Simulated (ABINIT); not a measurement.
## MoS2 (P6_3/mmc): G0W0 in ABINIT against the bands in the self-energy

How does the gap of MoS2 (P6_3/mmc) converge in the bands in the self-energy?

Method: PBE and many-body steps on it, plane waves, in ABINIT 10.8.3.

The database entry behind the starting cell differs from later determinations by our own check (about 0.3 % long), so it need not match the best structure at ambient conditions.

### Step 1. Set-up

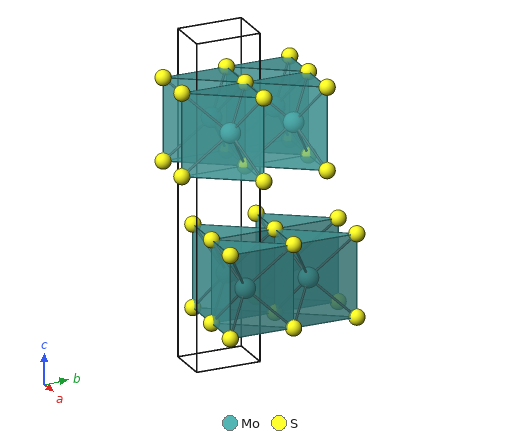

Start, viewed slightly off an axis; molybdenum teal, sulfur yellow. 2×2×1 cells are drawn. Some periodic images of atoms are drawn too.

The cell and positions come from the Crystallography Open Database and are kept as given unless a step says otherwise.

### Step 2. Screening, 6×6×1 mesh, 345 bands, screening to 217.7 eV

This step: ABINIT 10.8.3; RPA screening on PBE, plane waves, norm-conserving pseudopotentials.

The RPA dielectric matrix is built and inverted for each q.

Contents of run.abi:

```
acell 3*1.0 Angstrom
rprim 
  3.169000000004 -0.000000000001 0.000000000000
  -1.584500000001 2.744434504597 0.000000000000
  0.000000000000 0.000000000000 12.324000000000
ntypat 2
znucl 42 16
natom 6
typat 1 1 2 2 2 2
xred 
  0.333333333333 0.666666666667 0.250000000000
  0.666666666667 0.333333333333 0.750000000000
  0.333333333333 0.666666666667 0.623000000000
  0.666666666667 0.333333333333 0.123000000000
  0.333333333333 0.666666666667 0.877000000000
  0.666666666667 0.333333333333 0.377000000000
pp_dirpath "pseudos"
pseudos "Mo.upf, S.upf"
ecut 36
ngkpt 6 6 1
nshiftk 1
shiftk 0 0 0
kptopt 1
chksymbreak 0
istwfk *1
occopt 1
irdwfk 1
optdriver 3
nband 345
ecuteps 8
inclvkb 2
awtr 1
symchi 1
indata_prefix "in"
outdata_prefix "out"
tmpdata_prefix "tmp"
```

Run with:

```console
> OMP_NUM_THREADS=1 mpirun -n 8 abinit run.abi > log
```

Log:

```text
.Version 10.8.3 of ABINIT. v10.8.2 released Aug 2026.

 Symmetries : space group P6_3/m m c (#194); Bravais hP (primitive hexag.)
[... echo of the input left out ...]
== DATASET  1 ==================================================================
-   mpi_nproc: 8, omp_nthreads: 1 (-1 if OMP is not activated)

--- !DatasetInfo
iteration_state: {dtset: 1, }
dimensions: {natom: 6, nkpt: 7, mband: 345, nsppol: 1, nspinor: 1, nspden: 1, mpw: 7481, }
cutoff_energies: {ecut:  36.0, pawecutdg:  -1.0, }
electrons: {nelect:   5.20000000E+01, charge:   0.00000000E+00, occopt:   1.00000000E+00, tsmear:   1.00000000E-02, }

 SCREENING: Calculation of the susceptibility and dielectric matrices

 Based on a program developped by R.W. Godby, V. Olevano, G. Onida, and L. Reining.
 Incorporated in ABINIT by V. Olevano, G.-M. Rignanese, and M. Torrent.
.Using double precision arithmetic ; gwpc =  8

[... cell and pseudopotentials left out ...]
--------------------------------------------------------------------------------

 ==== K-mesh for the wavefunctions ====
 Number of points in the irreducible wedge :     7
[... list of points left out ...]
 Together with 24 symmetry operations and time-reversal symmetry
 yields    36 points in the full Brillouin Zone.

 ==== Q-mesh for the screening function ====
 Number of points in the irreducible wedge :     7
[... list of points left out ...]
 Together with 24 symmetry operations and time-reversal symmetry
 yields    36 points in the full Brillouin Zone.

 setmesh: FFT mesh size selected  =    24x   24x   96
          total number of points  =        55296

 vcoul_init : cutoff-mode = AUXILIARY_FUNCTION
 q-points for optical limit:   1
     1)      0.000010    0.000020    0.000030

- screening: taking advantage of time-reversal symmetry
- Maximum band index for partially occupied states nbvw = 26
- Remaining bands to be divided among processors   nbcw = 319
- Number of bands treated by each node ~39

 Number of electrons calculated from density =   52.0000; Expected =   52.0000
 average of density, n =  0.071892
 r_s =    1.4919
 omega_plasma =   25.8640 [eV]

 calculating chi0 at frequencies [eV] :
  1    0.000000E+00    0.000000E+00
  2    0.000000E+00    2.586399E+01

--------------------------------------------------------------------------------
  q-point number  1        q = ( 0.000000, 0.000000, 0.000000) [r.l.u.]
--------------------------------------------------------------------------------
[... chi0 elements left out ...]
 For q-point:  0.000010 0.000020 0.000030
  dielectric constant =  14.4202
  dielectric constant without local fields =  16.2986

  Average fulfillment of the sum rule on Im[epsilon] for q-point    1 :     87.13  [%]
[... wings left out ...]
  q-point number  2        q = ( 0.166667, 0.000000, 0.000000) [r.l.u.]
--------------------------------------------------------------------------------
[... chi0 elements left out ...]
  Average fulfillment of the sum rule on Im[epsilon] for q-point    2 :     88.28  [%]

 [... 5 further q-points ...]
```

Run time: 7.2 min. Hardware: 8 MPI ranks of Arm Neoverse V1, shared host; peak memory 4.8 GiB.

This step gave:

```yaml
eps_infinity_with_local_fields_on_this_mesh_along_the_program_s_q_direction: 14.42
the_same_without_local_fields: 16.30
plasma_frequency: 25.86 eV
plane_waves_in_the_screening_matrix: 773
```

Local fields lower ε∞ by 12 %. On a Γ-centred mesh this coarse the value itself is usually too large, while a short band sum pulls it down.

### Step 3. 34 bands

This step: G0W0 on PBE, plane waves, norm-conserving pseudopotentials.

Changes to run.abi since step 2:

```diff
@@ -27,8 +27,19 @@
 irdwfk 1
-optdriver 3
-nband 345
+optdriver 4
+nband 34
+gwcalctyp 0
+ecutsigx 36
+symsigma 1
+nkptgw 3
+kptgw 
+  0.0000000000 0.0000000000 0.0000000000
+  0.1666666667 0.1666666667 0.0000000000
+  0.3333333333 0.3333333333 0.0000000000
+bdgw 
+  25 28
+  25 28
+  25 28
 ecuteps 8
-inclvkb 2
-awtr 1
-symchi 1
+irdscr 1
+ppmodel 1
 indata_prefix "in"
```

Log:

```text
.Version 10.8.3 of ABINIT. v10.8.2 released Aug 2026.

 Symmetries : space group P6_3/m m c (#194); Bravais hP (primitive hexag.)
[... echo of the input left out ...]
== DATASET  1 ==================================================================
-   mpi_nproc: 8, omp_nthreads: 1 (-1 if OMP is not activated)

--- !DatasetInfo
iteration_state: {dtset: 1, }
dimensions: {natom: 6, nkpt: 7, mband: 34, nsppol: 1, nspinor: 1, nspden: 1, mpw: 7481, }
cutoff_energies: {ecut:  36.0, pawecutdg:  -1.0, }
electrons: {nelect:   5.20000000E+01, charge:   0.00000000E+00, occopt:   1.00000000E+00, tsmear:   1.00000000E-02, }

 SIGMA: Calculation of the GW corrections

 Based on a program developped by R.W. Godby, V. Olevano, G. Onida, and L. Reining.
 Incorporated in ABINIT by V. Olevano, G.-M. Rignanese, and M. Torrent.
.Using double precision arithmetic ; gwpc =  8

[... cell and pseudopotentials left out ...]
--------------------------------------------------------------------------------

 ==== K-mesh for the wavefunctions ====
 Number of points in the irreducible wedge :     7
[... list of points left out ...]
 Together with 24 symmetry operations and time-reversal symmetry
 yields    36 points in the full Brillouin Zone.

 ==== Q-mesh for screening function ====
 Number of points in the irreducible wedge :     7
[... list of points left out ...]
 Together with 24 symmetry operations and time-reversal symmetry
 yields    36 points in the full Brillouin Zone.

 vcoul_init : cutoff-mode = AUXILIARY_FUNCTION
 q-points for optical limit:   1
     1)      0.000010    0.000020    0.000030
 setmesh: FFT mesh size selected  =    32x   32x  128
          total number of points  =       131072

 Number of electrons calculated from density =   52.0000; Expected =   52.0000
 average of density, n =  0.071892
 r_s =    1.4919
 omega_plasma =   25.8640 [eV]

 === KS Band Gaps ===
  >>>> For spin  1
   Minimum direct gap =   1.6539 [eV], located at k-point      :   0.3333  0.3333  0.0000
   Fundamental gap    =   0.8888 [eV], Top of valence bands at :   0.0000  0.0000  0.0000
                                       Bottom of conduction at :   0.1667  0.1667  0.0000
 SIGMA fundamental parameters:
 PLASMON POLE MODEL  1
 number of plane-waves for SigmaX                 7437
 number of plane-waves for SigmaC and W            773
 number of plane-waves for wavefunctions          7437
 number of bands                                    34
 number of independent spin polarizations            1
 number of spinorial components                      1
 number of k-points in IBZ                           7
 number of q-points in IBZ                           7
 number of symmetry operations                      24
 number of k-points in BZ                           36
 number of q-points in BZ                           36
 number of frequencies for dSigma/dE                 9
 frequency step for dSigma/dE [eV]                0.25
 number of omega for Sigma on real axis              0
 max omega for Sigma on real axis  [eV]           0.00
 zcut for avoiding poles [eV]                     0.10

 EPSILON^-1 parameters (SCR file):
 dimension of the eps^-1 matrix on file            773
 dimension of the eps^-1 matrix used               773
 number of plane-waves for wavefunctions          7437
 number of bands                                   345
 number of q-points in IBZ                           7
 number of frequencies                               2
 number of real frequencies                          1
 number of imag frequencies                          1

 matrix elements of self-energy operator (all in [eV])

 Perturbative Calculation

--- !SelfEnergy_ee
iteration_state: {dtset: 1, }
kpoint     : [   0.000,    0.000,    0.000, ]
spin       : 1
KS_gap     :    2.100
QP_gap     :    2.649
Delta_QP_KS:    0.550
data: !SigmaeeData |
     Band     E0 <VxcDFT>   SigX SigC(E0)      Z dSigC/dE  Sig(E)    E-E0       E
       25   7.290 -15.411 -16.658   3.297   0.799  -0.251 -13.772   1.639   8.929
       26   8.434 -16.391 -17.086   3.075   0.801  -0.248 -14.485   1.906  10.341
       27  10.534 -15.683 -11.194  -1.459   0.810  -0.234 -13.227   2.456  12.990
       28  10.534 -15.683 -11.194  -1.459   0.810  -0.234 -13.227   2.456  12.990

--- !SelfEnergy_ee
iteration_state: {dtset: 1, }
kpoint     : [   0.167,    0.167,    0.000, ]
spin       : 1
KS_gap     :    2.343
QP_gap     :    2.912
Delta_QP_KS:    0.569
data: !SigmaeeData |
     Band     E0 <VxcDFT>   SigX SigC(E0)      Z dSigC/dE  Sig(E)    E-E0       E
       25   6.952 -16.023 -17.484   3.613   0.795  -0.257 -14.311   1.711   8.663
       26   6.980 -16.154 -17.551   3.554   0.794  -0.259 -14.441   1.713   8.693
[...]
--- !SelfEnergy_ee
iteration_state: {dtset: 1, }
kpoint     : [   0.333,    0.333,    0.000, ]
spin       : 1
KS_gap     :    1.654
QP_gap     :    2.301
Delta_QP_KS:    0.647
data: !SigmaeeData |
     Band     E0 <VxcDFT>   SigX SigC(E0)      Z dSigC/dE  Sig(E)    E-E0       E
[...]
26   7.832 -16.516 -17.090   2.889   0.799  -0.251 -14.666   1.850   9.683
       27   9.486 -17.609 -13.378  -1.110   0.800  -0.250 -15.112   2.497  11.983
       28   9.486 -17.609 -13.378  -1.110   0.800  -0.250 -15.112   2.497  11.983

== END DATASET(S) ==============================================================
================================================================================

 -outvars: echo values of variables after computation  --------
           etotal      0.0000000000E+00
            nband          34
             nkpt           7
          spgroup         194
 [... the other variables as echoed above ...]

 Calculation completed.
```

Run time: 26 s. Hardware: 8 MPI ranks; peak memory 3.3 GiB.

This step gave:

```yaml
g0w0_gap_on_the_points_computed: 1.264 eV
starting_gap_on_the_mesh: 0.8887 eV
k_of_the_valence_top: 0, 0, 0
k_of_the_conduction_bottom: 0.1667, 0.1667, 0
z_at_the_valence_top: 0.801
z_at_the_conduction_bottom: 0.813
least_direct_g0w0_gap_on_the_computed_points: 2.300 eV
```

### Step 4. 36 bands

Changes to run.abi since step 3:

```diff
@@ -28,3 +28,3 @@
 optdriver 4
-nband 34
+nband 36
 gwcalctyp 0
```

Log:

```text
.Version 10.8.3 of ABINIT. v10.8.2 released Aug 2026.

 Symmetries : space group P6_3/m m c (#194); Bravais hP (primitive hexag.)
[... echo of the input left out ...]
== DATASET  1 ==================================================================
-   mpi_nproc: 8, omp_nthreads: 1 (-1 if OMP is not activated)

--- !DatasetInfo
iteration_state: {dtset: 1, }
dimensions: {natom: 6, nkpt: 7, mband: 36, nsppol: 1, nspinor: 1, nspden: 1, mpw: 7481, }
cutoff_energies: {ecut:  36.0, pawecutdg:  -1.0, }
electrons: {nelect:   5.20000000E+01, charge:   0.00000000E+00, occopt:   1.00000000E+00, tsmear:   1.00000000E-02, }

 SIGMA: Calculation of the GW corrections

 Based on a program developped by R.W. Godby, V. Olevano, G. Onida, and L. Reining.
 Incorporated in ABINIT by V. Olevano, G.-M. Rignanese, and M. Torrent.
.Using double precision arithmetic ; gwpc =  8

[... cell and pseudopotentials left out ...]
--------------------------------------------------------------------------------

 ==== K-mesh for the wavefunctions ====
 Number of points in the irreducible wedge :     7
[... list of points left out ...]
 Together with 24 symmetry operations and time-reversal symmetry
 yields    36 points in the full Brillouin Zone.

 ==== Q-mesh for screening function ====
 Number of points in the irreducible wedge :     7
[... list of points left out ...]
 Together with 24 symmetry operations and time-reversal symmetry
 yields    36 points in the full Brillouin Zone.

 vcoul_init : cutoff-mode = AUXILIARY_FUNCTION
 q-points for optical limit:   1
     1)      0.000010    0.000020    0.000030
 setmesh: FFT mesh size selected  =    32x   32x  128
          total number of points  =       131072

 Number of electrons calculated from density =   52.0000; Expected =   52.0000
[...]
number of plane-waves for wavefunctions          7437
 number of bands                                   345
 number of q-points in IBZ                           7
 number of frequencies                               2
 number of real frequencies                          1
 number of imag frequencies                          1

 matrix elements of self-energy operator (all in [eV])

 Perturbative Calculation

--- !SelfEnergy_ee
iteration_state: {dtset: 1, }
kpoint     : [   0.000,    0.000,    0.000, ]
spin       : 1
KS_gap     :    2.100
QP_gap     :    2.699
Delta_QP_KS:    0.599
data: !SigmaeeData |
     Band     E0 <VxcDFT>   SigX SigC(E0)      Z dSigC/dE  Sig(E)    E-E0       E
       25   7.290 -15.411 -16.658   3.177   0.797  -0.255 -13.872   1.538   8.829
       26   8.434 -16.391 -17.086   2.949   0.799  -0.252 -14.592   1.800  10.234
       27  10.534 -15.683 -11.194  -1.524   0.809  -0.236 -13.284   2.399  12.933
[...]
--- !SelfEnergy_ee
iteration_state: {dtset: 1, }
kpoint     : [   0.167,    0.167,    0.000, ]
spin       : 1
KS_gap     :    2.343
QP_gap     :    2.850
Delta_QP_KS:    0.506
data: !SigmaeeData |
     Band     E0 <VxcDFT>   SigX SigC(E0)      Z dSigC/dE  Sig(E)    E-E0       E
[...]
--- !SelfEnergy_ee
iteration_state: {dtset: 1, }
kpoint     : [   0.333,    0.333,    0.000, ]
spin       : 1
KS_gap     :    1.654
QP_gap     :    2.333
Delta_QP_KS:    0.679
data: !SigmaeeData |
     Band     E0 <VxcDFT>   SigX SigC(E0)      Z dSigC/dE  Sig(E)    E-E0       E
[...]
27   9.486 -17.609 -13.378  -1.229   0.798  -0.253 -15.214   2.395  11.881
       28   9.486 -17.609 -13.378  -1.229   0.798  -0.253 -15.214   2.395  11.881

== END DATASET(S) ==============================================================
================================================================================

 -outvars: echo values of variables after computation  --------
           etotal      0.0000000000E+00
            nband          36
             nkpt           7
          spgroup         194
 [... the other variables as echoed above ...]

 Calculation completed.
```

Run time: 26 s. Hardware: 8 MPI ranks; peak memory 3.3 GiB.

This step gave:

```yaml
g0w0_gap_on_the_points_computed: 1.212 eV
starting_gap_on_the_mesh: 0.8887 eV
k_of_the_valence_top: 0, 0, 0
k_of_the_conduction_bottom: 0.1667, 0.1667, 0
z_at_the_valence_top: 0.799
z_at_the_conduction_bottom: 0.809
least_direct_g0w0_gap_on_the_computed_points: 2.333 eV
```

### Step 5. 54 bands

Changes to run.abi since step 4:

```diff
@@ -28,3 +28,3 @@
 optdriver 4
-nband 36
+nband 54
 gwcalctyp 0
```

Log:

```text
.Version 10.8.3 of ABINIT. v10.8.2 released Aug 2026.

 Symmetries : space group P6_3/m m c (#194); Bravais hP (primitive hexag.)
[... echo of the input left out ...]
== DATASET  1 ==================================================================
-   mpi_nproc: 8, omp_nthreads: 1 (-1 if OMP is not activated)

--- !DatasetInfo
iteration_state: {dtset: 1, }
dimensions: {natom: 6, nkpt: 7, mband: 54, nsppol: 1, nspinor: 1, nspden: 1, mpw: 7481, }
cutoff_energies: {ecut:  36.0, pawecutdg:  -1.0, }
electrons: {nelect:   5.20000000E+01, charge:   0.00000000E+00, occopt:   1.00000000E+00, tsmear:   1.00000000E-02, }

 SIGMA: Calculation of the GW corrections

 Based on a program developped by R.W. Godby, V. Olevano, G. Onida, and L. Reining.
 Incorporated in ABINIT by V. Olevano, G.-M. Rignanese, and M. Torrent.
.Using double precision arithmetic ; gwpc =  8

[... cell and pseudopotentials left out ...]
--------------------------------------------------------------------------------

 ==== K-mesh for the wavefunctions ====
 Number of points in the irreducible wedge :     7
[... list of points left out ...]
 Together with 24 symmetry operations and time-reversal symmetry
 yields    36 points in the full Brillouin Zone.

 ==== Q-mesh for screening function ====
 Number of points in the irreducible wedge :     7
[... list of points left out ...]
 Together with 24 symmetry operations and time-reversal symmetry
 yields    36 points in the full Brillouin Zone.

 vcoul_init : cutoff-mode = AUXILIARY_FUNCTION
 q-points for optical limit:   1
     1)      0.000010    0.000020    0.000030
 setmesh: FFT mesh size selected  =    32x   32x  128
          total number of points  =       131072

 Number of electrons calculated from density =   52.0000; Expected =   52.0000
[...]
number of plane-waves for wavefunctions          7437
 number of bands                                   345
 number of q-points in IBZ                           7
 number of frequencies                               2
 number of real frequencies                          1
 number of imag frequencies                          1

 matrix elements of self-energy operator (all in [eV])

 Perturbative Calculation

--- !SelfEnergy_ee
iteration_state: {dtset: 1, }
kpoint     : [   0.000,    0.000,    0.000, ]
spin       : 1
KS_gap     :    2.100
QP_gap     :    2.570
Delta_QP_KS:    0.470
data: !SigmaeeData |
     Band     E0 <VxcDFT>   SigX SigC(E0)      Z dSigC/dE  Sig(E)    E-E0       E
       25   7.290 -15.411 -16.658   2.472   0.785  -0.273 -14.449   0.962   8.252
       26   8.434 -16.391 -17.086   2.151   0.785  -0.274 -15.249   1.142   9.577
       27  10.534 -15.683 -11.194  -2.453   0.792  -0.263 -14.070   1.613  12.147
[...]
--- !SelfEnergy_ee
iteration_state: {dtset: 1, }
kpoint     : [   0.167,    0.167,    0.000, ]
spin       : 1
KS_gap     :    2.343
QP_gap     :    2.691
Delta_QP_KS:    0.347
data: !SigmaeeData |
     Band     E0 <VxcDFT>   SigX SigC(E0)      Z dSigC/dE  Sig(E)    E-E0       E
[...]
--- !SelfEnergy_ee
iteration_state: {dtset: 1, }
kpoint     : [   0.333,    0.333,    0.000, ]
spin       : 1
KS_gap     :    1.654
QP_gap     :    2.245
Delta_QP_KS:    0.592
data: !SigmaeeData |
     Band     E0 <VxcDFT>   SigX SigC(E0)      Z dSigC/dE  Sig(E)    E-E0       E
[...]
27   9.486 -17.609 -13.378  -1.968   0.785  -0.274 -15.833   1.776  11.263
       28   9.486 -17.609 -13.378  -1.968   0.785  -0.274 -15.833   1.776  11.263

== END DATASET(S) ==============================================================
================================================================================

 -outvars: echo values of variables after computation  --------
           etotal      0.0000000000E+00
            nband          54
             nkpt           7
          spgroup         194
 [... the other variables as echoed above ...]

 Calculation completed.
```

Wall time 36 s (8 MPI ranks); peak memory 3.4 GiB.

This step gave:

```
G0W0 gap on the points computed              : 1.167 eV
starting gap on the mesh                     : 0.8887 eV
k of the valence top                         : 0, 0, 0
k of the conduction bottom                   : 0.1667, 0.1667, 0
Z at the valence top                         : 0.785
Z at the conduction bottom                   : 0.794
least direct G0W0 gap on the computed points : 2.246 eV
```

(Continued in part 2 of 2.)

[Paths, hosts, dates, memory and timing lines, banners, echoed tables and standing remarks are left out of the program output.]

[Logs are printed without paths, hosts, clocks, repeated set-up lines and the standing remarks that a program may print on its own settings, such as how far it seeks lower states.]

[Runs of the session that timed out or met a known fault of the program may be left out.]

[Hosts, paths, dates, database ids (printed as entryN), source tags and the programs' standing remarks are cut or masked in the printed files.]

[G0W0 gaps are taken among the corrected bands and points alone; a level outside them can change the order at an edge.]

[Where Ansatz stands beside ABINIT at settings called matched, ABINIT's density can come from a denser mesh and the files from another edition; pairs whose starting gaps differed by over 0.03 eV were left out, so agreement reads better than it is.]
